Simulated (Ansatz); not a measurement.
## TlS3Br: relaxing a made-up structure

This structure for TlS3Br is made up. Its elements were placed in a known structure type with a cell scaled to their sizes. What cell does the guess relax to, and how far off was it?

Calculated with Ansatz 0.2.0; DFT, PBEsol, plane-wave PAW, files of the set soft_1, scalar-relativistic, no spin, cell and ions relaxed at zero pressure; PAW set soft_1.

## 1. Starting point

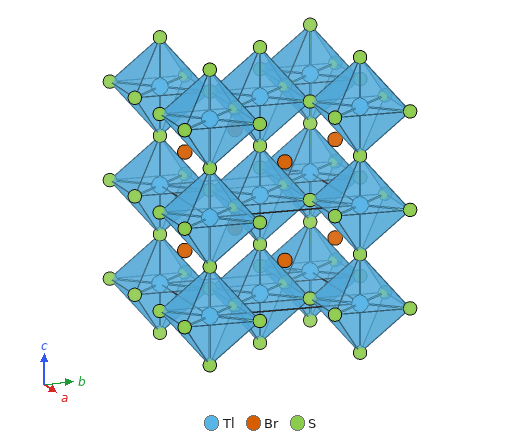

The cell as given, slightly off an axis (thallium blue, bromine orange, sulfur green). 1×1×2 cells are drawn. This picture shows the conventional cell, with its axes. Some periodic images of atoms are drawn too.

## 2. Relaxation of the guess

The guessed cell has no reason to be at equilibrium. It is relaxed with the atoms, within the space group of the guess.

input.yaml

```yaml
crystal:
  lattice:
    - [3.285, -3.548, 0.0]
    - [3.285, 3.548, 0.0]
    - [0.0, 0.0, 4.502]
  atoms:
    - { symbol: Tl, position: [0.0, 0.0, 0.0] }
    - { symbol: Br, position: [0.5, 0.5, 0.5] }
    - { symbol: S, position: [0.5, 0.0, 0.0] }
    - { symbol: S, position: [0.0, 0.5, 0.0] }
    - { symbol: S, position: [0.0, 0.0, 0.5] }
kpoints:
  mp_grid: { grid: [6, 6, 6] }
scf:
  occupations: { method: fermi_dirac, width: 0.05 }
hamiltonian:
  xc: pbesol
  pseudopotentials: { kind: paw, azcp: { folder: soft_1 }, xc_functional: pbe }
relax:
  f_tol: 0.015
  max_steps: 70
  cell: {}
output:
  forces: true
  stress: true
```

The run is started by

```console
ansatz run input.yaml --threads 4 --pin off --max-ram 8192MiB --backend cpu --events-out ev --progress --plain --runs-dir out
```

Numbers of over 12 decimals in the logs are rounded to 6 here.

The program printed:

```text
Engine: ansatz 0.2.0, aarch64-unknown-linux-gnu
Pseudopotentials: kind: paw
Pseudopotential: Tl, paw, valence charge 13, recommended cutoff 420 eV (normal), soft_1/Tl.paw.azcp
Pseudopotential: Br, paw, valence charge 7, recommended cutoff 420 eV (normal), soft_1/Br.paw.azcp
Pseudopotential: S, paw, valence charge 6, recommended cutoff 420 eV (normal), soft_1/S.paw.azcp
Functional definition: PBEsol
  exchange = pbesol_x
  correlation = pbesol_c
Crystal: 5 atoms, lattice volume = 104.943 Å³
Basis set: ecut = 420 eV, 2003 PW (Γ), exchange–correlation on 72×72×64 points (8 copies of the dense FFT grid, shifted against one another)
Bands: 24, of which v1, the nominal top of the filled ones, is band 19 counted from 1 (18 counted from 0)
Symmetry: 8 space group operations
Space group: Cmmm (ITA 65), of the structure as read, at distance tolerance 4.7e-5 Å
k-points: 52 of 216
Non-local potential: Tl, projectors of the file, l = 0: 2, l = 1: 2, l = 2: 2, l = 3: 1
Non-local potential: Br, projectors of the file, l = 0: 2, l = 1: 2, l = 2: 2
Non-local potential: S, projectors of the file, l = 0: 2, l = 1: 2, l = 2: 1
PAW form: soft (Blöchl's): semilocal exchange-correlation on the pseudo side does not see the compensation charge
PAW frozen core: Tl, regenerated for the run's functional, and the local potential with it (the file was generated under x = pbe(κ = 0.804, μ = 0.219515), c = pbe(β = 0.066725))
PAW frozen core: Br, regenerated for the run's functional, and the local potential with it (the file was generated under x = pbe(κ = 0.804, μ = 0.219515), c = pbe(β = 0.066725))
PAW frozen core: S, regenerated for the run's functional, and the local potential with it (the file was generated under x = pbe(κ = 0.804, μ = 0.219515), c = pbe(β = 0.066725))
PAW one-centre angular grid: Tl, 590 points (default); XC on 64 Gauss nodes
PAW one-centre angular grid: Br, 110 points (default); XC on 64 Gauss nodes
PAW one-centre angular grid: S, 110 points (default); XC on 64 Gauss nodes
Initial density: superposition of atomic densities (chi_scale 0.1, normalization cell, long waves kept (reshape's long-wave potential 0.02 eV rms))
Initial wavefunctions: pseudopotential atomic-orbital guess
Functional: x = pbesol(κ = 0.804, μ = 0.123457), c = pbesol(β = 0.046)
SCF iter   1: F=—  HF=-16685.961359 eV  |F-HF|=—  |Δ(HF+E_count)|=         —  Δρ=8.32e-2  dr2=2.37e1  ethr=3.10e-3  ⟨swp⟩=8.6  Hψ=7584  notcnv=0
preconditioner: auto → Kerker (q_TF=auto, 2.303 Å⁻¹)  [metal: Δε(μ)=0.016 eV  Ē_g=11.321 eV  σ=0.050 eV  W_gap=0.08  n_scr=22 (ndim 8)  ℏωp=22.3 eV  f_vac=0.000  D(μ)=3.10/eV (n_scr^D=22)]
SCF iter   2: F=—  HF=-16683.779467 eV  |F-HF|=—  |Δ(HF+E_count)|=    2.18e0  Δρ=4.52e-2  dr2=7.53e0  ethr=3.10e-3  ⟨swp⟩=3.7  Hψ=2886  notcnv=0
SCF iter   3: F=—  HF=-16682.979052 eV  |F-HF|=—  |Δ(HF+E_count)|=   8.00e-1  Δρ=1.36e-2  dr2=3.97e-1  ethr=3.10e-3  ⟨swp⟩=2.9  Hψ=2435  notcnv=0
SCF iter   4: F=—  HF=-16682.931658 eV  |F-HF|=—  |Δ(HF+E_count)|=   4.74e-2  Δρ=3.09e-3  dr2=1.72e-2  ethr=1.04e-3  ⟨swp⟩=1.3  Hψ=1600  notcnv=0
SCF iter   5: F=—  HF=-16682.928185 eV  |F-HF|=—  |Δ(HF+E_count)|=   3.47e-3  Δρ=8.95e-4  dr2=2.73e-3  ethr=4.52e-5  ⟨swp⟩=2.2  Hψ=2089  notcnv=0
SCF iter   6: F=—  HF=-16682.927776 eV  |F-HF|=—  |Δ(HF+E_count)|=   4.09e-4  Δρ=2.24e-4  dr2=1.52e-4  ethr=7.18e-6  ⟨swp⟩=1.7  Hψ=1398  notcnv=0
SCF iter   7: F=—  HF=-16682.927785 eV  |F-HF|=—  |Δ(HF+E_count)|=   8.67e-6  Δρ=7.65e-5  dr2=7.80e-6  ethr=4.00e-7  ⟨swp⟩=2.4  Hψ=2154  notcnv=0
SCF iter   8: F=—  HF=-16682.927781 eV  |F-HF|=—  |Δ(HF+E_count)|=   3.60e-6  Δρ=3.56e-5  dr2=2.84e-6  ethr=2.05e-8  ⟨swp⟩=2.1  Hψ=2167  notcnv=0
SCF iter   9: F=-16682.927781 eV  HF=-16682.927781 eV  |F-HF|=1.54e-9  |Δ(HF+E_count)|=   6.50e-8  Δρ=5.40e-6  dr2=4.34e-8  ethr=2.63e-10  ⟨swp⟩=4.6  Hψ=5545  notcnv=0
SCF 1 converged in 9 iterations: F = -16682.927781 eV  dr2 = 4.34e-8
  greatest PAW one-centre occupation: 0.964 electrons in one spin orbital (limit 2), on the Tl atom at site 0 (counted from 0), in its partial waves of l = 2
relax step   1: F+E_penalty+E_count = -16682.92778101 eV  Δ(F+E_penalty+E_count) = +0.000e0 eV  max|allowed force component| = 1.262e-30 eV/Å  Δτ_max = 0.0000 Å  P = +16.382 GPa  Ω = 104.943 Å³  (9 SCF iters, dr2 threshold 1.00e-7 eV, accepted)
Crystal: 5 atoms, lattice volume = 116.149 Å³
Basis set: ecut = 420 eV, 2281 PW (Γ), exchange–correlation on 72×72×64 points (8 copies of the dense FFT grid, shifted against one another)
Initial density: handed on by an earlier stage of this run
Initial wavefunctions: those handed on with the density
iter 1 solved again at ethr=1.71e-3 eV; its pass at ethr=3.10e-3 eV (dr2=6.48e-1 eV) is discarded
SCF iter   1: F=—  HF=-16683.861261 eV  |F-HF|=—  |Δ(HF+E_count)|=         —  Δρ=1.36e-2  dr2=6.47e-1  ethr=1.71e-3  ⟨swp⟩=1.0  Hψ=8430  notcnv=0
preconditioner: auto → Kerker (q_TF=auto, 2.265 Å⁻¹)  [metal: Δε(μ)=0.002 eV  Ē_g=10.440 eV  σ=0.050 eV  W_gap=0.01  n_scr=22 (ndim 8)  ℏωp=21.2 eV  f_vac=0.000  D(μ)=7.15/eV (n_scr^D=80)]
SCF iter   2: F=—  HF=-16683.808597 eV  |F-HF|=—  |Δ(HF+E_count)|=   5.27e-2  Δρ=7.35e-3  dr2=2.01e-1  ethr=1.70e-3  ⟨swp⟩=1.0  Hψ=1248  notcnv=0
SCF iter   3: F=—  HF=-16683.784773 eV  |F-HF|=—  |Δ(HF+E_count)|=   2.38e-2  Δρ=9.69e-4  dr2=1.99e-3  ethr=5.29e-4  ⟨swp⟩=1.5  Hψ=1284  notcnv=0
SCF iter   4: F=—  HF=-16683.785061 eV  |F-HF|=—  |Δ(HF+E_count)|=   2.88e-4  Δρ=2.92e-4  dr2=1.40e-4  ethr=5.24e-6  ⟨swp⟩=2.5  Hψ=2096  notcnv=0
SCF iter   5: F=—  HF=-16683.785088 eV  |F-HF|=—  |Δ(HF+E_count)|=   2.66e-5  Δρ=8.62e-5  dr2=1.56e-5  ethr=3.69e-7  ⟨swp⟩=2.4  Hψ=2157  notcnv=0
SCF iter   6: F=—  HF=-16683.785089 eV  |F-HF|=—  |Δ(HF+E_count)|=   1.05e-6  Δρ=3.74e-5  dr2=3.10e-6  ethr=4.10e-8  ⟨swp⟩=2.9  Hψ=2425  notcnv=0
SCF iter   7: F=-16683.785089 eV  HF=-16683.785089 eV  |F-HF|=8.50e-8  |Δ(HF+E_count)|=   1.81e-8  Δρ=1.15e-5  dr2=3.03e-7  ethr=1.32e-9  ⟨swp⟩=3.2  Hψ=5723  notcnv=0
SCF 2 converged in 7 iterations: F = -16683.785089 eV  dr2 = 3.03e-7
relax step   2: F+E_penalty+E_count = -16683.78508858 eV  Δ(F+E_penalty+E_count) = -8.573e-1 eV  max|allowed force component| = 5.046e-30 eV/Å  Δτ_max = 0.0000 Å  P = +6.664 GPa  Ω = 116.149 Å³  energy of the carried Pulay correction = -2.022e-3 eV  (7 SCF iters, dr2 threshold 5.00e-7 eV, accepted)
Crystal: 5 atoms, lattice volume = 125.183 Å³
Basis set: ecut = 420 eV, 2447 PW (Γ), exchange–correlation on 72×72×64 points (8 copies of the dense FFT grid, shifted against one another)
iter 1 solved again at ethr=1.40e-3 eV; its pass at ethr=3.10e-3 eV (dr2=5.31e-1 eV) is discarded
[...]
relax step   7: F+E_penalty+E_count = -16685.95741674 eV  Δ(F+E_penalty+E_count) = -6.189e-1 eV  max|allowed force component| = 9.466e-31 eV/Å  Δτ_max = 0.0000 Å  P = -0.229 GPa  Ω = 124.004 Å³  energy of the carried Pulay correction = -3.272e-3 eV  (7 SCF iters, dr2 threshold 5.00e-7 eV, accepted)
relax step   8: F+E_penalty+E_count = -16686.57750234 eV  Δ(F+E_penalty+E_count) = -6.201e-1 eV  max|allowed force component| = 2.613e-30 eV/Å  Δτ_max = 0.0000 Å  P = +1.426 GPa  Ω = 119.890 Å³  energy of the carried Pulay correction = -2.590e-3 eV  (7 SCF iters, dr2 threshold 5.00e-7 eV, accepted)
relax step   9: F+E_penalty+E_count = -16686.95591289 eV  Δ(F+E_penalty+E_count) = -3.784e-1 eV  max|allowed force component| = 1.543e-30 eV/Å  Δτ_max = 0.0000 Å  P = +3.408 GPa  Ω = 117.695 Å³  energy of the carried Pulay correction = -2.213e-3 eV  (7 SCF iters, dr2 threshold 5.00e-7 eV, accepted)
relax step  10: F+E_penalty+E_count = -16687.04882307 eV  Δ(F+E_penalty+E_count) = -9.291e-2 eV  max|allowed force component| = 3.155e-30 eV/Å  Δτ_max = 0.0000 Å  P = +0.123 GPa  Ω = 123.291 Å³  energy of the carried Pulay correction = -3.146e-3 eV  (7 SCF iters, dr2 threshold 5.00e-7 eV, accepted)
relax step  11: F+E_penalty+E_count = -16687.05381390 eV  Δ(F+E_penalty+E_count) = -4.991e-3 eV  max|allowed force component| = 7.100e-31 eV/Å  Δτ_max = 0.0000 Å  P = -0.016 GPa  Ω = 123.303 Å³  energy of the carried Pulay correction = -3.156e-3 eV  (5 SCF iters, dr2 threshold 5.00e-7 eV, accepted)
relax step  12: F+E_penalty+E_count = -16687.05385853 eV  Δ(F+E_penalty+E_count) = -4.464e-5 eV  max|allowed force component| = 2.946e-30 eV/Å  Δτ_max = 0.0000 Å  P = +0.000 GPa  Ω = 123.254 Å³  energy of the carried Pulay correction = -3.149e-3 eV  (6 SCF iters, dr2 threshold 7.35e-9 eV, accepted)
relax step  13: F+E_penalty+E_count = -16687.25662304 eV  Δ(F+E_penalty+E_count) = -2.028e-1 eV  max|allowed force component| = 2.805e-30 eV/Å  Δτ_max = 0.0000 Å  P = +1.660 GPa  Ω = 123.254 Å³  stress off target by 3.67e0 GPa  SCF on the basis re-selected at this cell (its energy is not comparable with the rows above)  (9 SCF iters)
relax step  14: F+E_penalty+E_count = -16687.32703950 eV  Δ(F+E_penalty+E_count) = -7.042e-2 eV  max|allowed force component| = 6.626e-30 eV/Å  Δτ_max = 0.0000 Å  P = +0.467 GPa  Ω = 127.524 Å³  energy of the carried Pulay correction = -6.017e-4 eV  (7 SCF iters, dr2 threshold 5.00e-7 eV, accepted)
relax step  15: F+E_penalty+E_count = -16687.34107024 eV  Δ(F+E_penalty+E_count) = -1.403e-2 eV  max|allowed force component| = 5.068e-30 eV/Å  Δτ_max = 0.0000 Å  P = +0.245 GPa  Ω = 129.866 Å³  energy of the carried Pulay correction = -1.011e-3 eV  (6 SCF iters, dr2 threshold 5.00e-7 eV, accepted)
relax step  16: F+E_penalty+E_count = -16687.34143140 eV  Δ(F+E_penalty+E_count) = -3.612e-4 eV  max|allowed force component| = 1.203e-30 eV/Å  Δτ_max = 0.0000 Å  P = -0.040 GPa  Ω = 130.532 Å³  energy of the carried Pulay correction = -1.128e-3 eV  (5 SCF iters, dr2 threshold 4.91e-7 eV, accepted)
relax step  17: F+E_penalty+E_count = -16687.34149714 eV  Δ(F+E_penalty+E_count) = -6.574e-5 eV  max|allowed force component| = 3.293e-30 eV/Å  Δτ_max = 0.0000 Å  P = +0.009 GPa  Ω = 130.502 Å³  energy of the carried Pulay correction = -1.123e-3 eV  (4 SCF iters, dr2 threshold 3.97e-8 eV, accepted)
Basis set: ecut = 420 eV, 2523 PW (Γ), exchange–correlation on 80×80×80 points (8 copies of the dense FFT grid, shifted against one another)
iter 1 solved again at ethr=4.69e-7 eV; its pass at ethr=3.10e-3 eV (dr2=1.78e-4 eV) is discarded
SCF iter   1: F=—  HF=-16687.342726 eV  |F-HF|=—  |Δ(HF+E_count)|=         —  Δρ=6.81e-5  dr2=7.58e-7  ethr=4.69e-7  ⟨swp⟩=3.8  Hψ=10852  notcnv=0
preconditioner: auto → LDOS  [metal: Δε(μ)=0.019 eV  Ē_g=10.366 eV  σ=0.050 eV  W_gap=0.10  n_scr=20 (ndim 8)  ℏωp=20.0 eV  f_vac=0.060  D(μ)=3.39/eV (n_scr^D=20)  β→1.0]
SCF iter   2: F=—  HF=-16687.342735 eV  |F-HF|=—  |Δ(HF+E_count)|=   8.69e-6  Δρ=8.14e-6  dr2=9.29e-8  ethr=1.99e-9  ⟨swp⟩=2.8  Hψ=2420  notcnv=0
SCF iter   3: F=—  HF=-16687.342735 eV  |F-HF|=—  |Δ(HF+E_count)|=   1.73e-8  Δρ=4.20e-6  dr2=2.55e-8  ethr=2.44e-10  ⟨swp⟩=2.2  Hψ=2110  notcnv=0
SCF iter   4: F=—  HF=-16687.342735 eV  |F-HF|=—  |Δ(HF+E_count)|=   7.29e-9  Δρ=1.82e-6  dr2=6.79e-9  ethr=6.70e-11  ⟨swp⟩=2.0  Hψ=1586  notcnv=0
SCF iter   5: F=—  HF=-16687.342734 eV  |F-HF|=—  |Δ(HF+E_count)|=   1.63e-9  Δρ=9.27e-7  dr2=1.47e-9  ethr=1.79e-11  ⟨swp⟩=2.3  Hψ=1720  notcnv=0
SCF iter   6: F=-16687.342734 eV  HF=-16687.342734 eV  |F-HF|=2.55e-11  |Δ(HF+E_count)|=  3.13e-10  Δρ=1.35e-7  dr2=3.44e-11  ethr=1.00e-12  ⟨swp⟩=4.2  Hψ=6191  notcnv=0
SCF 18 converged in 6 iterations: F = -16687.342734 eV  dr2 = 3.44e-11
relax step  18: F+E_penalty+E_count = -16687.34273450 eV  Δ(F+E_penalty+E_count) = -1.237e-3 eV  max|allowed force component| = 6.449e-30 eV/Å  Δτ_max = 0.0000 Å  P = +0.005 GPa  Ω = 130.502 Å³  stress off target by 1.84e-2 GPa  SCF on the basis re-selected at this cell (its energy is not comparable with the rows above)  (6 SCF iters)
basis re-selected at this cell: Δ(F+E_penalty+E_count) = -1.237e-3 eV, ΔP = -0.004 GPa vs the last step (what re-selecting the basis moved, of the pressure what is left beyond the Pulay correction that the steps carried, after the strain that the cell walked since its last selection, with what the two solves' SCF thresholds leave and, on support functions, any second-order correction that the steps lacked; it is no measure of the basis error at this ecutwfc). The dense FFT grid was sized anew with the basis: this SCF ran on 40×40×40 points, the steps before it on 36×36×40, so part of this shift can come from that change (see relax.cell in the input reference). [rest of the remark cut]
SCF converged after 6 iterations
Free energy (F): -16687.342734 eV
Harris-Foulkes:  -16687.342734 eV  (|F-HF|=2.55e-11)
Internal energy: -16687.314256 eV  (E = F + TS)
E sigma→0 (E₀):  -16687.328495 eV
Entropy (-TS):   -0.028479 eV (-5.696 meV/atom)
Fermi energy:    4.712506 eV
--- Per-component energies (eV) ---
  E_band       = -88.113734
  E_kinetic    = 708.510592
  E_local      = -1845.850412  (includes V_loc(G=0)·N_el)
  E_nonlocal   = 476.164928
  E_hartree    = 662.729641
  E_xc         = -636.556797
  E_vxc        = -471.814076  (∫ρ·V_xc dr)
  E_paw        = -14087.619294  (= ΣΔE_a)
  E_vpaw       = -280.584076  (= ΣTr[D̂ρ^β])
  E_aug_tail   = -0.000045  (compensation charges beyond the density's cutoff)
  E_ewald      = -1965.009320
  E_core_change = 0.316452  (= ΣΔE_core)
  E_smearing   = -0.028479  (= −TS)
  E_closure    = 0.000000  (closes the sum)
  Σ components = -16687.342734   (vs F -16687.342734, Δ=0.00e0)
--- Forces (eV/Å), atoms counted from 1 ---
  atom   1  Tl    -0.00000000     0.00000000     0.00000000
  atom   2  Br     0.00000000     0.00000000     0.00000000
  atom   3  S      0.00000000    -0.00000000     0.00000000
  atom   4  S      0.00000000    -0.00000000     0.00000000
  atom   5  S      0.00000000    -0.00000000     0.00000000
  max |Σ_I F_I| component: 1.51e-29 eV/Å
--- Stress (GPa, compression-positive) ---
       -0.006654       0.000000      -0.000000
        0.000000       0.018440      -0.000000
       -0.000000      -0.000000       0.004452
  P = ⅓ Tr σ = 0.0054 GPa (0.054 kbar)
--- Relaxed structure (16 steps of the walk, 16 accepted, 2 SCFs on fresh bases) ---
  F+E_penalty+E_count = -16687.34273450 eV   max|allowed force component| = 6.449e-30 eV/Å   (the final SCF, on the basis selected at the relaxed cell)
  cell:  # Å, volume = 130.5016 Å³
    - [2.411141, -4.962035, -1.2013647495754756e-16]
    - [2.411141, 4.962035, 1.201364749575476e-16]
    - [0, 1.524392362623673e-16, 5.453855]
  atoms:
    - { symbol: Tl, position: [0, 0, 0] }
    - { symbol: Br, position: [0.5, 0.5, 0.5] }
    - { symbol: S, position: [0.5, -5.551115123125783e-17, 0] }
    - { symbol: S, position: [-5.551115123125783e-17, 0.5, 0] }
    - { symbol: S, position: [0, 0, 0.5] }
```

Elapsed: 36 s, on 4 threads of Arm Neoverse V1, shared host; peak memory 0.53 GiB; 2.3 min of CPU time.

Relaxation path:

```csv
step,energy less that of the first step (eV),largest force component (eV/Å),pressure (GPa),volume (Å³)
1,0.0000,0.0000,16.38,104.94
2,-0.8573,0.0000,6.66,116.15
3,-1.1854,0.0000,1.74,125.18
4,-1.4728,0.0000,-0.50,130.07
5,-1.9111,0.0000,-1.41,130.66
6,-2.4107,0.0000,-1.18,128.05
7,-3.0296,0.0000,-0.23,124.00
8,-3.6497,0.0000,1.43,119.89
9,-4.0281,0.0000,3.41,117.69
10,-4.1210,0.0000,0.12,123.29
11,-4.1260,0.0000,-0.02,123.30
12,-4.1261,0.0000,0.00,123.25
13*,-4.3288,0.0000,1.66,123.25
14,-4.3993,0.0000,0.47,127.52
15,-4.4133,0.0000,0.24,129.87
16,-4.4137,0.0000,-0.04,130.53
17,-4.4137,0.0000,0.01,130.50
18*,-4.4150,0.0000,0.01,130.50
```

Relaxation steps marked * repeat the geometry before them on a plane-wave basis chosen anew for their cell, so energy and pressure can jump there.

The run keeps the 8 symmetry operations that it works with, so distortions that break them were not tested.

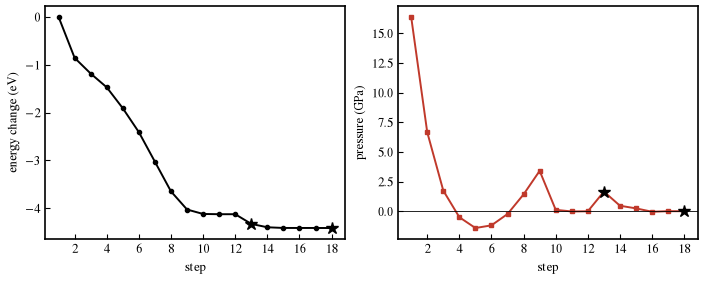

Energy and pressure along the relaxation. Stars mark steps on a basis chosen anew.

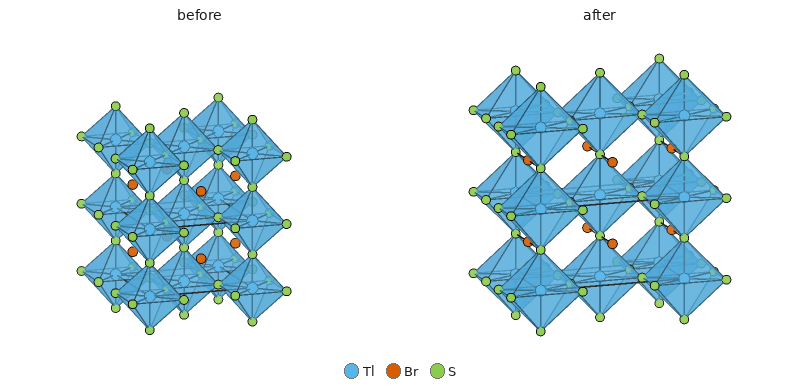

The structure before and after the relaxation, drawn at the same scale.

```csv
cell as run,before,after,change
a (Å),4.835,5.517,+14.1 %
b (Å),4.835,5.517,+14.1 %
c (Å),4.502,5.454,+21.1 %
γ (°),94.41,128.17,+35.8 %
volume (Å³/atom),20.99,26.10,+24.4 %
```

Final coordinates:

```
Tl Br S
1.0
     2.41114   -4.96203    0.00000
     2.41114    4.96203    0.00000
     0.00000    0.00000    5.45386
Tl Br S
1 1 3
Cartesian
  0.0000 0.0000 0.0000
  2.4111 0.0000 2.7269
  1.2056 -2.4810 0.0000
  1.2056 2.4810 0.0000
  0.0000 0.0000 2.7269
```

This step gave:

```yaml
free_energy: -16687.3427 eV
energy_at_zero_smearing: -16687.3285 eV
smearing_term_ts: 0.02848 eV
fermi_energy: 4.713 eV
electrons: 38
symmetry_operations: 8
pressure: 0.005413 GPa
```

The shortest distance of each pair, which need not be the same contact before and after:

```csv
pair,guess (Å),relaxed (Å)
Br–S,3.285,2.411
S–S,3.285,2.411
S–Tl,2.251,2.727
Br–Tl,3.982,3.640
Tl–Tl,4.502,4.822
```

The relaxation ends with a pressure of 0.01 GPa.

## 3. Summary of results

```
space group, relaxed : Cmmm
conventional cell    : a = 4.822, b = 9.924, c = 5.454 Å; α = 90.0°, β = 90.0°, γ = 90.0°
volume per atom      : 26.10 Å³ (guess 20.99)
```

**Reading.** TlS3Br relaxes to Cmmm with a = 4.822, b = 9.924 and c = 5.454 Å. The guessed volume was 20 % too small. The space group Cmmm was held in the relaxation, so the end point is a stationary structure within it and may be a saddle against distortions or other arrangements. Mesh and cutoff weren't tested. A vector of the cell changed its length by 21 %, so the starting arrangement is largely lost and the mesh was laid for another shape. Spin-orbit coupling is left out, which can matter for elements this heavy. No dispersion term is used, so weakly bound directions may come out too long. Nothing here tests whether the compound is stable against decomposition.

[Logs are printed without paths, hosts, clocks, repeated set-up lines and the standing remarks that a program may print on its own settings, such as how far it seeks lower states.]

[Hosts, paths, dates, database ids (printed as entryN), source tags and the programs' standing remarks are cut or masked in the printed files.]
